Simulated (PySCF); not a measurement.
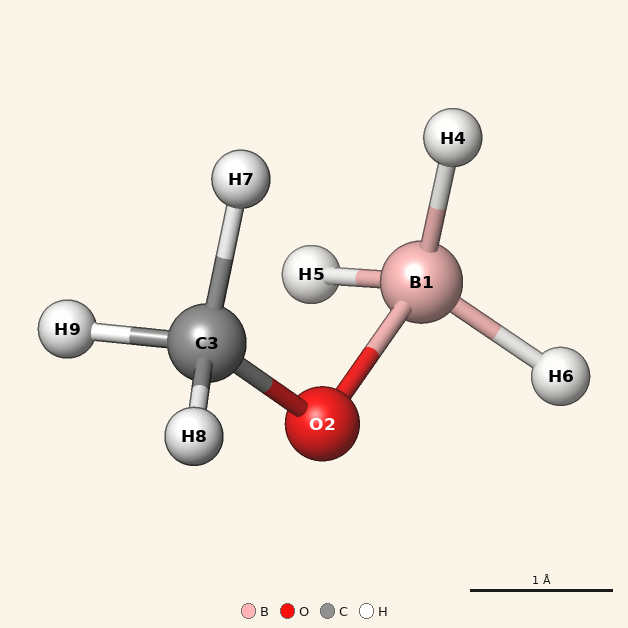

State: charge −1, singlet. Geometry: a frame of a GFN2-xTB molecular-dynamics simulation, not a minimum.

Give the bond lengths.

| bond | length (Å) | order |
| --- | --- | --- |
| B1–O2 | 1.588 | single |
| B1–H4 | 1.210 | single |
| B1–H5 | 1.208 | single |
| B1–H6 | 1.206 | single |
| O2–C3 | 1.362 | single |
| C3–H7 | 1.224 | single |
| C3–H8 | 1.167 | single |
| C3–H9 | 1.043 | single |
